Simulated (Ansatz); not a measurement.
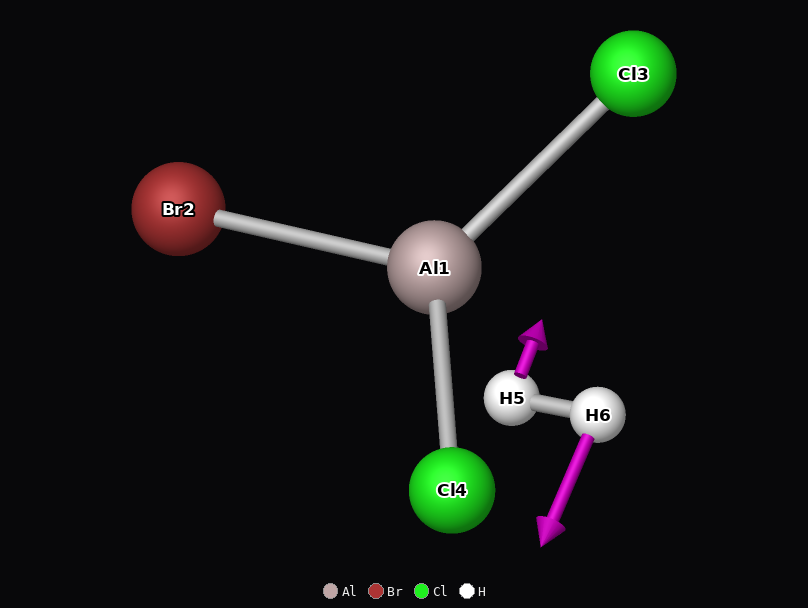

The arrows show one normal mode. Harmonic vibrations computed with RKS PBE0-D4/def2-TZVP (Ansatz 0.2.0) at a stationary point of the same level.

**At what wavenumber does it lie?**

55 cm⁻¹; it is mode 1 of 12 counted from the lowest.
